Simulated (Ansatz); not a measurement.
Process, species as SMILES: ClCCl → [CH](Cl)Cl + H atom
B3LYP-D3(BJ)/def2-TZVP geometries, fixed; electronic energies without zero-point terms.

Basis-set convergence of the bond dissociation energy at PBE with Ansatz (an electronic-structure program). Cartesian d functions, on some or all atoms, in 6-31G*, 6-31+G*, 6-311G**; all else is spherical. The program fits the integrals of some runs and decomposes those of others, by size. Open shells are unrestricted. No added dispersion term, no relativity. Functions are those of the species that has most. Reference: the value in aug-pcseg-3, 96.80 kcal/mol, itself unsure by roughly 0.07 kcal/mol (its mean distance from aug-cc-pV(Q+d)Z, cc-pV(5+d)Z, def2-QZVPPD). Deviations are taken from unrounded values.

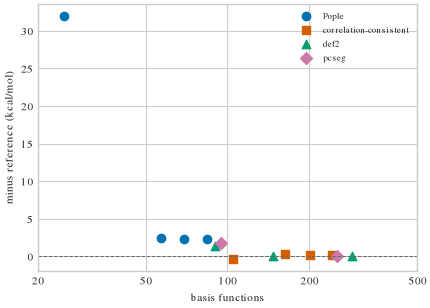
Figure: Deviation from the reference against the number of basis functions, by family of sets.

| basis | functions | bond dissociation energy (kcal/mol) | minus reference (kcal/mol) |
|---|---|---|---|
| STO-3G | 25 | 128.81 | 32.01 |
| 6-31G* | 57 | 99.25 | 2.45 |
| 6-31+G* | 69 | 99.05 | 2.25 |
| 6-311G** | 84 | 99.14 | 2.34 |
| def2-SVPD | 90 | 98.18 | 1.38 |
| aug-pcseg-1 | 95 | 98.64 | 1.84 |
| aug-cc-pV(D+d)Z | 105 | 96.45 | -0.35 |
| def2-TZVPD | 147 | 96.81 | 0.01 |
| jun-cc-pV(T+d)Z | 163 | 97.09 | 0.29 |
| aug-cc-pV(T+d)Z | 202 | 97.01 | 0.21 |
| cc-pV(Q+d)Z | 243 | 96.94 | 0.14 |
| pcseg-3 | 254 | 96.84 | 0.04 |
| def2-QZVPPD | 287 | 96.87 | 0.07 |
